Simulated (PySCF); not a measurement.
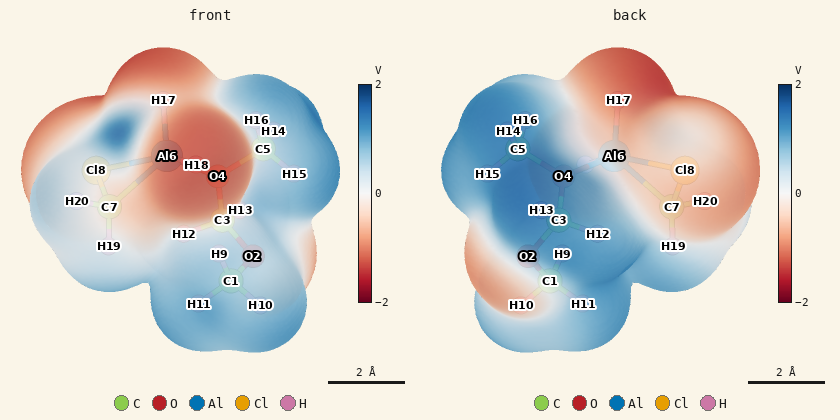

Figure. C4H12AlClO2. The electrostatic potential painted on the density surface at 0.002 e/bohr³, seen from the front and from behind; red is negative and blue positive.

Geometry: GFN2-xTB.

The calculation used PySCF 2.14.0, PBE0/pcSseg-1, SCF density, gas phase, non-relativistic.

```xyz
20

C     1.8524   -1.2421    0.1873
O     2.0298   -0.0271   -0.5273
C     0.8929    0.4229   -1.1603
O    -0.0685    0.9223   -0.2489
C     0.3406    2.0977    0.4296
Al   -1.6048    0.1113    0.5386
C    -1.8357   -1.6546   -0.4633
Cl   -2.5000   -0.6089   -1.7813
H     1.0333   -1.1614    0.9126
H     2.7906   -1.4264    0.7041
H     1.6429   -2.0638   -0.5042
H     0.3794   -0.3727   -1.7179
H     1.2073    1.2257   -1.8406
H     0.3684    2.9433   -0.2615
H     1.3221    1.9524    0.8833
H    -0.4033    2.2745    1.2051
H    -2.5630    1.3271    0.3219
H    -1.0815   -0.0998    1.9925
H    -1.1303   -2.3362   -0.9451
H    -2.6778   -2.2736   -0.1374
```

**Where is the surface potential most negative and most positive?**

The most negative region (about −1.4 V) lies over Cl8 and H17, the most positive (about +1.5 V) over H13 and H14.

**How polar is the molecule by this calculation?**

Its dipole moment is 3.92 D.
